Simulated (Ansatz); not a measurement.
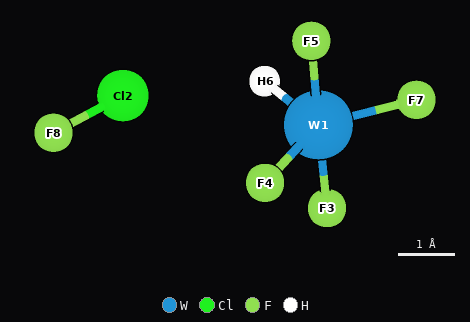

**Figure 1.** The input geometry (ball-and-stick view, seen at an oblique angle; atoms are numbered from 1 in the order of the input). Sticks mark near contacts.

# Geometry relaxation, with input and output: WHClF5

The run: geometry relaxation of WHClF5, multiplicity 2. Method and program: UKS PBE/def2-SVP (Ansatz 0.2.0).

It belongs to a series of runs on one base structure; here: end point B relaxed. Figures and captions count atoms from 1; the log counts them from 0 in places.

**Input file**
```yaml
crystal:
  periodic: [false, false, false]
  atoms:
    - { symbol: W, position_ang: [0.013606, 0.155312, -0.390062] }
    - { symbol: Cl, position_ang: [-0.075571, -0.699873, 3.09518] }
    - { symbol: F, position_ang: [1.922491, 0.146509, -0.499719] }
    - { symbol: F, position_ang: [0.065172, 1.720658, 0.57559] }
    - { symbol: F, position_ang: [-1.896707, 0.143642, -0.307698] }
    - { symbol: H, position_ang: [0.097997, -1.240476, 0.562594] }
    - { symbol: F, position_ang: [-0.081488, -0.378868, -2.148154] }
    - { symbol: F, position_ang: [-0.0455, 0.283097, 4.342267] }
magnetization:
  spin_polarized: true
  initial_magnetization: 1
basis:
  gaussian: { orbitals: def2-SVP }
hamiltonian:
  xc: pbe
relax:
  f_tol: 0.03
  max_steps: 50
output:
  orbitals: {}
```

Launched with:
```bash
ansatz run input.yaml --threads 4 --pin off --max-ram 5120MiB --backend cpu --events-out ev --progress --plain --runs-dir out
```

**The program's output**
```
The last accepted step is kept in [file] (removed where the run ends without a failure and the disk answers)
Engine: ansatz 0.2.0, aarch64-unknown-linux-gnu
Functional definition: PBE
  parameter kappa = 0.804
  parameter beta = 0.06672455060314922
  exchange = pbe_x(kappa = kappa, mu = beta*pi^2/3)
  correlation = pbe_c(beta = beta)
1300 factors; their error is unknown
mean field evaluation 1: about -27912.0866 eV, gradient 4.8e1 eV
mean field evaluation 2: about -27776.9550 eV, gradient 1.9e2 eV
mean field evaluation 4: about -27918.7759 eV, gradient 1.7e1 eV
mean field evaluation 8: about -27919.7891 eV, gradient 1.8e-1 eV
mean field evaluation 16: about -27919.7025 eV, gradient 3.8e-3 eV
mean field evaluation 32: about -27919.2229 eV, gradient 5.8e0 eV
mean field -27919.70254508 eV, -1026.0301438777 hartree, gradient 1.8e-5 eV, S^2 0.753117; 7 other end points of the search recorded, 0 dependent functions left out
the calculation of the forces begins
reference -27919.70261134 eV, -1026.0301463126 hartree; 39, 38 occupied and 86, 87 virtual orbitals, 1300 factors
relax step   1: F+E_penalty+E_count = -27919.70254508 eV  Δ(F+E_penalty+E_count) = +0.000e0 eV  max|allowed force component| = 2.101e0 eV/Å  Δτ_max = 0.0000 Å  (123 SCF iters, accepted)
these checks for a lower state are left out or cut short: starts, cluster_reference, orbital_swaps, neighbouring_geometries, increment
1300 factors; their error is unknown
mean field -27919.80058065 eV, -1026.0337466185 hartree, gradient 2.0e-5 eV, S^2 0.753103; 0 other end points of the search recorded, 0 dependent functions left out
[... from here on the field's lines of each further geometry are left out, up to the last ...]
relax step   2: F+E_penalty+E_count = -27919.80058065 eV  Δ(F+E_penalty+E_count) = -9.804e-2 eV  max|allowed force component| = 8.772e-1 eV/Å  Δτ_max = 0.1919 Å  (46 SCF iters, accepted)
relax step   3: F+E_penalty+E_count = -27919.81696025 eV  Δ(F+E_penalty+E_count) = -1.638e-2 eV  max|allowed force component| = 2.865e-1 eV/Å  Δτ_max = 0.1933 Å  (45 SCF iters, accepted)
relax step   4: F+E_penalty+E_count = -27919.88150527 eV  Δ(F+E_penalty+E_count) = -6.455e-2 eV  max|allowed force component| = 5.371e-1 eV/Å  Δτ_max = 0.1996 Å  (55 SCF iters, accepted)
relax step   5: F+E_penalty+E_count = -27919.96465915 eV  Δ(F+E_penalty+E_count) = -8.315e-2 eV  max|allowed force component| = 7.666e-1 eV/Å  Δτ_max = 0.1955 Å  (47 SCF iters, accepted)
relax step   6: F+E_penalty+E_count = -27920.05926596 eV  Δ(F+E_penalty+E_count) = -9.461e-2 eV  max|allowed force component| = 8.104e-1 eV/Å  Δτ_max = 0.1289 Å  (46 SCF iters, accepted)
relax step   7: F+E_penalty+E_count = -27920.15759239 eV  Δ(F+E_penalty+E_count) = -9.833e-2 eV  max|allowed force component| = 6.038e-1 eV/Å  Δτ_max = 0.1957 Å  (50 SCF iters, accepted)
relax step   8: F+E_penalty+E_count = -27920.25924875 eV  Δ(F+E_penalty+E_count) = -1.017e-1 eV  max|allowed force component| = 6.363e-1 eV/Å  Δτ_max = 0.1176 Å  (48 SCF iters, accepted)
relax step   9: F+E_penalty+E_count = -27920.42521228 eV  Δ(F+E_penalty+E_count) = -1.660e-1 eV  max|allowed force component| = 7.921e-1 eV/Å  Δτ_max = 0.1937 Å  (51 SCF iters, accepted)
relax step  10: F+E_penalty+E_count = -27920.54980378 eV  Δ(F+E_penalty+E_count) = -1.246e-1 eV  max|allowed force component| = 4.639e-1 eV/Å  Δτ_max = 0.1950 Å  (51 SCF iters, accepted)
relax step  11: F+E_penalty+E_count = -27920.60275353 eV  Δ(F+E_penalty+E_count) = -5.295e-2 eV  max|allowed force component| = 3.228e-1 eV/Å  Δτ_max = 0.1370 Å  (44 SCF iters, accepted)
relax step  12: F+E_penalty+E_count = -27920.64768408 eV  Δ(F+E_penalty+E_count) = -4.493e-2 eV  max|allowed force component| = 4.029e-1 eV/Å  Δτ_max = 0.2000 Å  (42 SCF iters, accepted)
relax step  13: F+E_penalty+E_count = -27920.67755377 eV  Δ(F+E_penalty+E_count) = -2.987e-2 eV  max|allowed force component| = 2.036e-1 eV/Å  Δτ_max = 0.1668 Å  (45 SCF iters, accepted)
relax step  14: F+E_penalty+E_count = -27920.69816107 eV  Δ(F+E_penalty+E_count) = -2.061e-2 eV  max|allowed force component| = 2.811e-1 eV/Å  Δτ_max = 0.1915 Å  (45 SCF iters, accepted)
relax step  15: F+E_penalty+E_count = -27920.71597326 eV  Δ(F+E_penalty+E_count) = -1.781e-2 eV  max|allowed force component| = 2.618e-1 eV/Å  Δτ_max = 0.1927 Å  (43 SCF iters, accepted)
relax step  16: F+E_penalty+E_count = -27920.73025501 eV  Δ(F+E_penalty+E_count) = -1.428e-2 eV  max|allowed force component| = 2.318e-1 eV/Å  Δτ_max = 0.1918 Å  (44 SCF iters, accepted)
relax step  17: F+E_penalty+E_count = -27920.73274458 eV  Δ(F+E_penalty+E_count) = -2.490e-3 eV  max|allowed force component| = 1.633e-1 eV/Å  Δτ_max = 0.1978 Å  (44 SCF iters, accepted)
the calculation of the forces begins
reference -27920.73892451 eV, -1026.0682301193 hartree; 39, 38 occupied and 86, 87 virtual orbitals, 1300 factors
relax step  18: F+E_penalty+E_count = -27920.73885554 eV  Δ(F+E_penalty+E_count) = -6.111e-3 eV  max|allowed force component| = 2.994e-2 eV/Å  Δτ_max = 0.0322 Å  (39 SCF iters, accepted)
1300 factors; their error is unknown
mean field evaluation 224: about -27915.1854 eV, gradient 2.3e1 eV
```

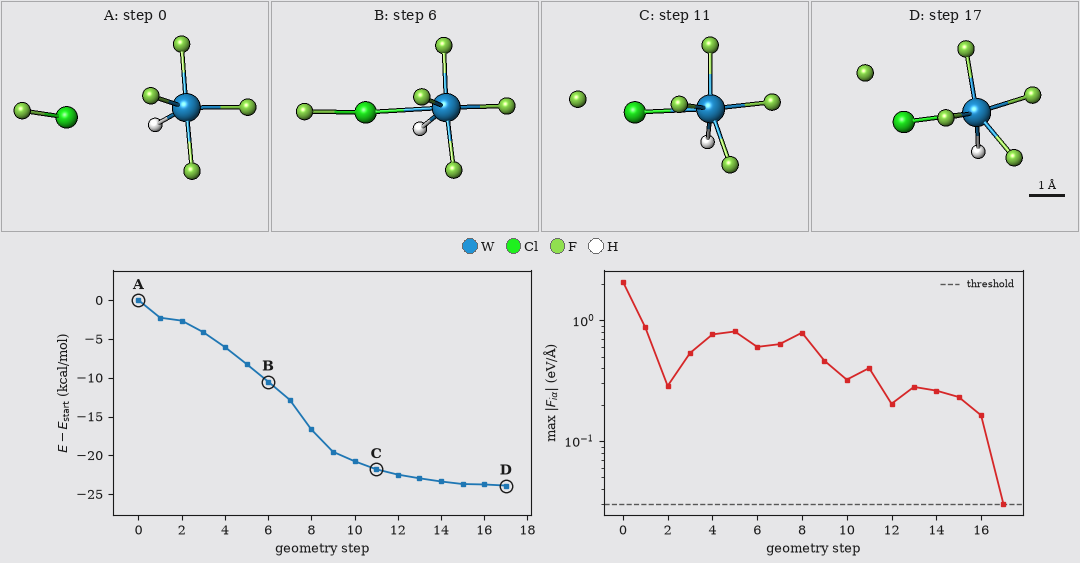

**Figure 2.** Frames of the relaxation (ball-and-stick view, seen at a tilt) above the curves, on which the letters mark them (the first geometry is step 0 here and step 1 in the log).

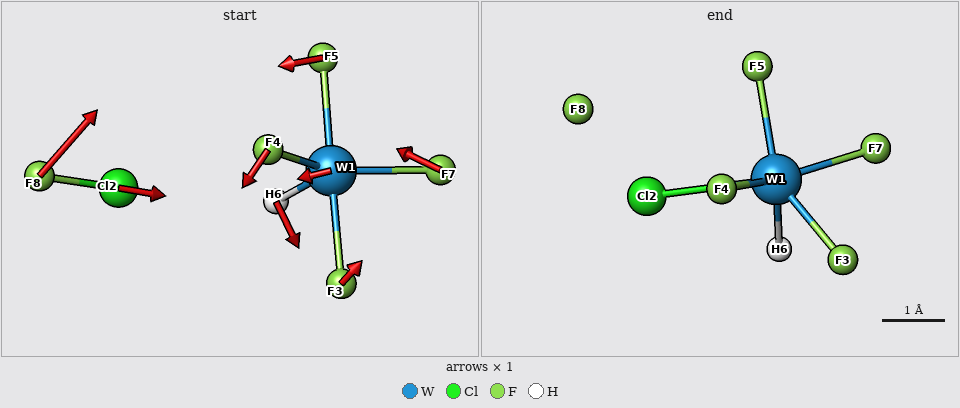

**Figure 3.** Before (left) and after (right) the relaxation, at one scale (ball-and-stick view, seen at a tilt). The red arrows give the displacements, at true length. F8 moves most after the best rigid fit: 1.45 Å. By element the largest moves are F 1.45 Å, H 0.86 Å, Cl 0.81 Å, W 0.59 Å. Among the contacts that change: W1–Cl2 3.590 → 2.337 Å, Cl2–F8 1.588 → 2.174 Å, W1–F5 1.912 → 1.864 Å, W1–F3 1.912 → 1.870 Å. New bonds form: W1–Cl2 (3.59 → 2.34 Å). Bonds break: Cl2–F8 (1.59 → 2.17 Å). Among the angles that change: F5–W1–H6 91.2° → 127.3°, F3–W1–F5 179.0° → 144.2°, H6–W1–F7 107.5° → 80.6°. After 17 geometry steps the energy has fallen by 23.9 kcal/mol. Largest force component: 2.1 eV/Å at the start, 0.03 eV/Å at the end. (Atoms are counted from 1 in the order of the input.)

```
mean field -27920.73885554 eV, -1026.0682275845 hartree, gradient 2.1e-5 eV, S^2 0.752568; 6 other end points of the search recorded, 0 dependent functions left out
the calculation of the forces begins
reference -27920.73892451 eV, -1026.0682301193 hartree; 39, 38 occupied and 86, 87 virtual orbitals, 1300 factors
Total energy: -27920.73892451 eV, -1026.0682301193 hartree
Atom 0 at     0.112886     0.045916     0.187041 Å, force     0.008875    -0.029943     0.024717 eV/Å
Atom 1 at    -0.027936    -0.936675     2.303306 Å, force    -0.008085     0.019629    -0.011995 eV/Å
Atom 2 at     1.642336     0.356465    -0.842342 Å, force     0.004771     0.006980    -0.001954 eV/Å
Atom 3 at     0.746342     1.562471     1.066626 Å, force     0.004117     0.005679     0.002769 eV/Å
Atom 4 at    -1.677701     0.510883     0.414093 Å, force    -0.007593     0.001448    -0.001038 eV/Å
Atom 5 at     0.780665    -1.517997     0.196911 Å, force     0.000766     0.002478    -0.008589 eV/Å
Atom 6 at    -0.554789    -0.581527    -1.442480 Å, force    -0.005939    -0.002198    -0.003622 eV/Å
Atom 7 at    -1.021804     0.690464     3.346844 Å, force     0.003089    -0.004073    -0.000287 eV/Å
Dipole moment:     0.225425    -0.333584    -0.302826 e Å
```

**Trajectory as extended XYZ (Å, eV, eV/Å), 13 of the 18 frames kept, from step=1 to step=18**
```
8
Properties=species:S:1:pos:R:3:forces:R:3 step=1 energy=-27919.70255
W     0.0136    0.1553   -0.3901   -0.0045  -0.0203  -0.0673
Cl   -0.0756   -0.6999    3.0952   -0.0473  -1.6049  -2.1015
F     1.9225    0.1465   -0.4997   -0.1022  -0.0054   0.0204
F     0.0652    1.7207    0.5756    0.0096   0.0674   0.0425
F    -1.8967    0.1436   -0.3077    0.1025  -0.0191   0.0078
H     0.0980   -1.2405    0.5626   -0.0088  -0.0378   0.0307
F    -0.0815   -0.3789   -2.1482    0.0001   0.0009  -0.0166
F    -0.0455    0.2831    4.3423    0.0506   1.6192   2.0839
8
Properties=species:S:1:pos:R:3:forces:R:3 step=2 energy=-27919.80058
W     0.0130    0.1457   -0.3800    0.0068   0.1314   0.0558
Cl   -0.0667   -0.5646    2.9594   -0.0229  -0.5468  -0.8772
F     1.9187    0.1356   -0.4842   -0.0384   0.0102   0.0230
F     0.0655    1.7116    0.5887    0.0372   0.0236  -0.1194
F    -1.8936    0.1268   -0.2945    0.0289  -0.0301  -0.0241
H     0.0907   -1.2546    0.5744    0.0014  -0.0463   0.1200
F    -0.0802   -0.3833   -2.1403   -0.0317   0.0039   0.0134
F    -0.0474    0.2128    4.4064    0.0187   0.4541   0.8084
8
Properties=species:S:1:pos:R:3:forces:R:3 step=4 energy=-27919.88151
W     0.0150    0.1627   -0.3279   -0.0065   0.0202   0.5371
Cl   -0.1095   -0.5821    2.7433   -0.0204   0.2474   0.1050
F     1.9158    0.1486   -0.4274   -0.1407   0.0452   0.0173
F     0.0786    1.7981    0.5257    0.1151  -0.0436  -0.2039
F    -1.8870    0.1186   -0.2472    0.1185  -0.0830  -0.0871
H     0.0892   -1.2084    0.7028    0.0266  -0.0020  -0.0580
F    -0.0878   -0.4444   -2.0644   -0.0812   0.0304   0.0358
F    -0.0144    0.1370    4.3250   -0.0114  -0.2145  -0.3462
8
Properties=species:S:1:pos:R:3:forces:R:3 step=5 energy=-27919.96466
W     0.0164    0.1621   -0.2713   -0.0439   0.1968   0.7666
Cl   -0.1503   -0.5095    2.5665    0.0102   0.0490  -0.1078
F     1.9135    0.1548   -0.3773   -0.2608   0.0239   0.0041
F     0.0937    1.8329    0.5155    0.1332   0.0202  -0.2196
F    -1.8826    0.0994   -0.1997    0.2502  -0.0891  -0.1372
H     0.0996   -1.2078    0.7620    0.0564  -0.1506  -0.0865
F    -0.0992   -0.4729   -1.9985   -0.1100  -0.0179  -0.0424
F     0.0089    0.0711    4.2328   -0.0354  -0.0323  -0.1771
8
Properties=species:S:1:pos:R:3:forces:R:3 step=7 energy=-27920.15759
W     0.0046    0.1705   -0.1004   -0.2291  -0.0919   0.2808
Cl   -0.1345   -0.5011    2.2484   -0.1630  -0.2068   0.5309
F     1.8836    0.1597   -0.2612   -0.1069  -0.0207  -0.0991
F     0.1525    1.9088    0.5425    0.0894   0.1574   0.0940
F    -1.8800    0.0858   -0.0818    0.1167   0.0676  -0.1400
H     0.1748   -1.3603    0.7222    0.2323  -0.0673  -0.6038
F    -0.1553   -0.4723   -1.8306    0.0339  -0.1061  -0.1600
F    -0.0458    0.1388    3.9909    0.0266   0.2678   0.0971
8
Properties=species:S:1:pos:R:3:forces:R:3 step=8 energy=-27920.25925
W    -0.0169    0.1695   -0.0643   -0.1477  -0.4964   0.3671
Cl   -0.1455   -0.5538    2.2508   -0.1560   0.0461   0.2452
F     1.8563    0.1473   -0.2540   -0.0105   0.0762  -0.1109
F     0.1692    1.9074    0.5914    0.0613   0.0391   0.0496
F    -1.8982    0.1169   -0.0877    0.0622   0.0896  -0.0676
H     0.2580   -1.3979    0.6480    0.1333   0.0356  -0.6362
F    -0.1638   -0.4766   -1.8012    0.0500   0.0093  -0.0152
F    -0.0591    0.2172    3.9471    0.0074   0.2006   0.1680
8
Properties=species:S:1:pos:R:3:forces:R:3 step=9 energy=-27920.42521
W    -0.0361    0.1447   -0.0032    0.0642  -0.7921   0.2450
Cl   -0.1789   -0.5740    2.2599   -0.1204   0.0177  -0.1353
F     1.8298    0.1582   -0.2617   -0.2065   0.1330  -0.0611
F     0.1990    1.8870    0.6485    0.0303  -0.0108   0.0739
F    -1.9114    0.1493   -0.0822    0.1779   0.1269  -0.0259
H     0.3462   -1.4719    0.4921    0.0414   0.1922  -0.4989
F    -0.1686   -0.4753   -1.7565    0.0174   0.0574   0.0389
F    -0.0801    0.3119    3.9329   -0.0043   0.2757   0.3634
8
Properties=species:S:1:pos:R:3:forces:R:3 step=11 energy=-27920.60275
W    -0.0317    0.0487    0.0618    0.2627   0.3228  -0.1568
Cl   -0.2300   -0.6428    2.3034    0.0427  -0.1746  -0.2826
F     1.7912    0.2327   -0.3526   -0.3059  -0.0813   0.0619
F     0.2406    1.7651    0.7937   -0.0733  -0.2502   0.0462
F    -1.8874    0.2265   -0.0610    0.2068  -0.0102   0.0346
H     0.4560   -1.5895    0.2302   -0.0159   0.1035   0.1462
F    -0.1854   -0.4493   -1.7329   -0.0846  -0.0239   0.1605
F    -0.1534    0.5385    3.9875   -0.0325   0.1139  -0.0099
8
Properties=species:S:1:pos:R:3:forces:R:3 step=12 energy=-27920.64768
W     0.0025    0.0426    0.0675   -0.1187  -0.3559   0.3310
Cl   -0.2069   -0.7178    2.2750    0.0047  -0.2045  -0.0243
F     1.7700    0.2682   -0.4458    0.3586   0.0440  -0.1988
F     0.2974    1.6718    0.9186    0.0679   0.4029   0.1159
F    -1.8372    0.2804    0.0091   -0.2912   0.0860   0.0102
H     0.5271   -1.5763    0.2347   -0.0146   0.0481   0.0024
F    -0.2683   -0.4729   -1.6997    0.0249  -0.0852  -0.2231
F    -0.2846    0.6339    3.8705   -0.0315   0.0647  -0.0132
8
Properties=species:S:1:pos:R:3:forces:R:3 step=14 energy=-27920.69816
W     0.0525    0.0260    0.1242   -0.1267   0.2811  -0.1628
Cl   -0.1713   -0.8824    2.2658    0.0179   0.1028   0.0609
F     1.7385    0.3252   -0.6326   -0.1589  -0.0274   0.0824
F     0.4556    1.6207    1.0172    0.0946  -0.1356  -0.0393
F    -1.7766    0.3951    0.1807    0.0516  -0.0388  -0.0281
H     0.6545   -1.5545    0.2075    0.1012  -0.1244  -0.0102
F    -0.3893   -0.5305   -1.6103    0.0372   0.0329   0.2004
F    -0.5639    0.7304    3.6776   -0.0169  -0.0906  -0.1032
8
Properties=species:S:1:pos:R:3:forces:R:3 step=15 energy=-27920.71597
W     0.0694    0.0344    0.1491    0.0613   0.1385  -0.2161
Cl   -0.1334   -0.9170    2.2698    0.0054   0.0978   0.0442
F     1.7117    0.3326   -0.7108   -0.2564  -0.0024   0.1240
F     0.5636    1.6013    1.0475    0.0074  -0.2100  -0.1187
F    -1.7532    0.4363    0.2662    0.1373  -0.0347  -0.0318
H     0.7198   -1.5367    0.1923   -0.0033  -0.0011   0.0174
F    -0.4539   -0.5565   -1.5545    0.0561   0.0975   0.2618
F    -0.7239    0.7357    3.5704   -0.0078  -0.0856  -0.0806
8
Properties=species:S:1:pos:R:3:forces:R:3 step=17 energy=-27920.73275
W     0.1065    0.0394    0.1926    0.1070   0.0748  -0.1633
Cl   -0.0015   -0.9276    2.3130   -0.0706  -0.0172  -0.0091
F     1.6497    0.3347   -0.8303   -0.1263   0.0515   0.0776
F     0.7417    1.5527    1.0747    0.0199   0.0447  -0.0500
F    -1.6873    0.5081    0.4169    0.0939  -0.0652   0.0266
H     0.7917   -1.5175    0.1667   -0.0885  -0.0421   0.0914
F    -0.5618   -0.5656   -1.4479    0.0254   0.0048   0.0606
F    -1.0390    0.7059    3.3443    0.0392  -0.0514  -0.0339
8
Properties=species:S:1:pos:R:3:forces:R:3 step=18 energy=-27920.73886
W     0.1129    0.0459    0.1870    0.0089  -0.0299   0.0247
Cl   -0.0279   -0.9367    2.3033   -0.0081   0.0196  -0.0120
F     1.6423    0.3565   -0.8423    0.0048   0.0070  -0.0020
F     0.7463    1.5625    1.0666    0.0041   0.0057   0.0028
F    -1.6777    0.5109    0.4141   -0.0076   0.0014  -0.0010
H     0.7807   -1.5180    0.1969    0.0008   0.0025  -0.0086
F    -0.5548   -0.5815   -1.4425   -0.0059  -0.0022  -0.0036
F    -1.0218    0.6905    3.3468    0.0031  -0.0041  -0.0003
```

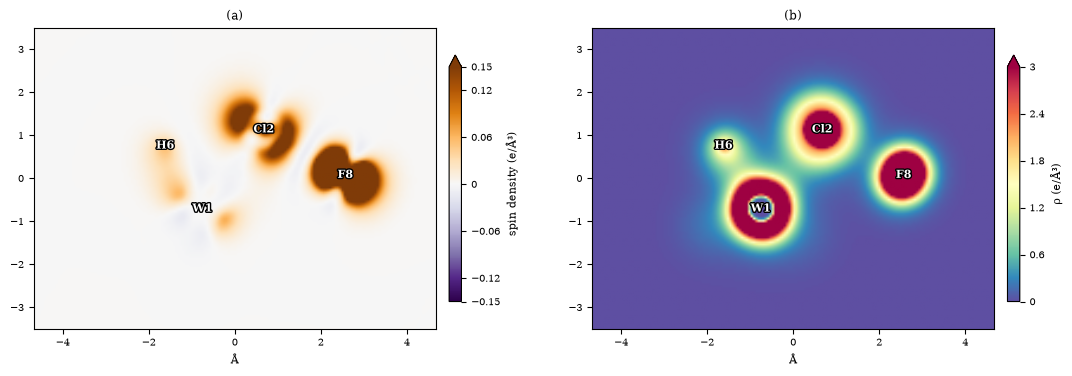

**Figure 4.** (a) spin density (α minus β); (b) electron density on the plane of atoms Cl2, W1 and H6. W–Cl (2.34 Å): ρ is about 0.65 e/Å³ halfway. The unpaired spin (1 electron) lies mostly on F8 (about 0.6) and Cl2 (about 0.3), in electrons by Hirshfeld's partition.

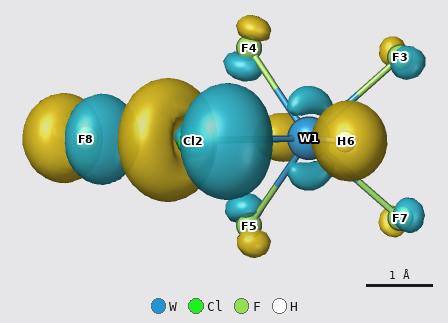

**Figure 5.** One frontier orbital at ±0.15 Å⁻³ᐟ² (yellow and cyan are the two phases), seen face on. The HOMO (α), at −7.43 eV.

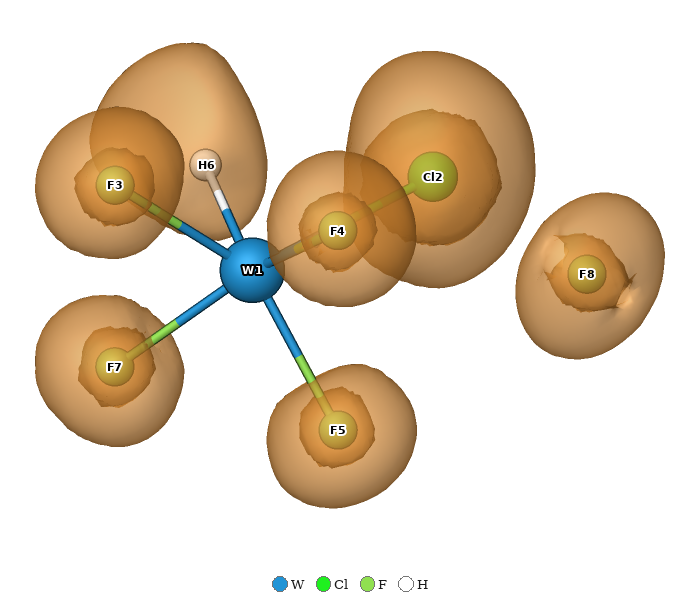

**Figure 6.** Isosurface of the electron localisation function at 0.75 (orange), seen at an oblique angle. Only the valence region is drawn (cores and ρ < 0.01 e/Å³ removed). Along the contacts the grid gives the following. Cl2···F8 (2.17 Å): the ELF is only about 0.15 between them. W–F (1.86 Å): the ELF peaks at about 0.85 in the valence shell of F, 0.5 Å from its nucleus, and drops to about 0.25 between the two atoms.

**Results in brief**

```tsv
quantity	value
outcome	converged
total energy	−27920.7389 eV
mean-field energy	−27920.7389 eV
⟨S²⟩	0.753
largest force (length of the vector) at the end	0.040 eV/Å
hardware	4 threads of Arm Neoverse V1, 24 GiB of memory available, shared host
wall time	77 s (CPU time 4.7 min)
peak memory	0.25 GiB
```
